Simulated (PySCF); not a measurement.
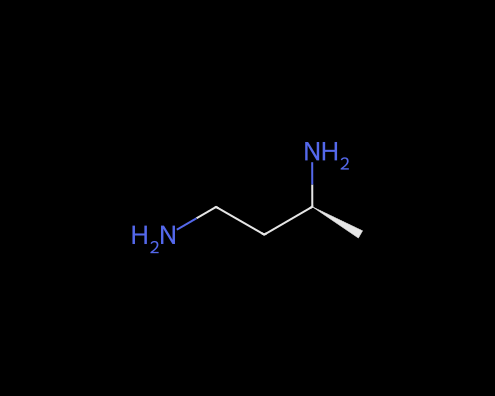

The geometry was computed by an optimisation with PBE0-D3(BJ)/def2-SVP. No frequency run is at hand to confirm it as a minimum. Program: PySCF 2.14.0.

At this fixed geometry, give polarisability (bohr³) at these levels: B3LYP/def2-SVPD; BHandHLYP/def2-SVPD; HF/def2-SVPD; LDA/def2-SVPD; PBE/def2-SVPD; PBE0/def2-SVPD.

```tsv
level	polarisability (bohr³)
B3LYP/def2-SVPD	70.7
BHandHLYP/def2-SVPD	67.7
HF/def2-SVPD	64.8
LDA/def2-SVPD	74.6
PBE/def2-SVPD	73.4
PBE0/def2-SVPD	70.0
```
